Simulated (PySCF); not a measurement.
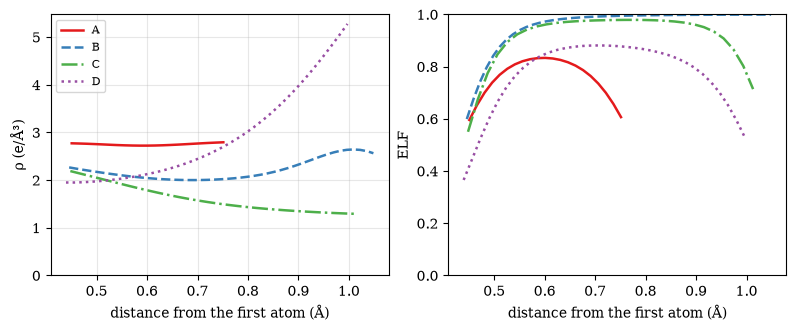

C₇H₇BO. Total electron density and ELF along straight lines between neighbouring atoms. The curves leave out the atomic cores.

Geometry: GFN2-xTB.

These are results of PBE0/pcSseg-1, SCF density, gas phase, non-relativistic in PySCF, not measurements.

Input file:

```
{"job": {"kind": "nmr", "xc": "PBE0", "basis": "pcSseg-1", "pop": false}, "charge": 0, "multiplicity": 1}
B      3.139404     0.434067    -0.624515
C      1.630906     0.196103    -0.314601
C      0.987330    -0.920907     0.155769
C     -0.389896    -0.607300     0.262051
C     -1.483514    -1.501775     0.726733
C     -0.496752     0.698183    -0.156329
C     -1.628147     1.521219    -0.257341
C     -2.605443     2.215891    -0.339254
O      0.725742     1.182126    -0.504474
H      3.851586     0.826471     0.214991
H      3.560611     0.192997    -1.687727
H      1.444515    -1.859642     0.398480
H     -1.288849    -1.843448     1.742865
H     -2.433423    -0.972925     0.707027
H     -1.553923    -2.380167     0.085806
H     -3.460147     2.819108    -0.409480
```

Launched as:

```sh
OMP_NUM_THREADS=1 python ens_run.py task.json out
```

> Which curve belongs to which contact (C–B, C–C, C–H and C–O)? The first atom named is at distance zero.

Curve A: C–C (1.20 Å): ρ at the midpoint is about 2.7 e/Å³; the ELF peaks at about 0.85 between the atoms: a multiple bond. Curve B: C–H (1.05 Å): ρ is about 2.1 e/Å³ halfway; the ELF climbs to about 1 towards the hydrogen, as it does in any bond to H: a covalent bond by its length. Curve C: C–B (1.56 Å): the density is about 1.5 e/Å³ at the midpoint; the ELF peaks at about 1 between the atoms, as expected for a covalent bond. Curve D: C–O (1.35 Å): the density is about 2.3 e/Å³ at the midpoint, with its minimum of 2 e/Å³ about 0.5 Å from C; the ELF peaks at about 0.90 between the atoms, as expected for a shared but strongly polarised pair.
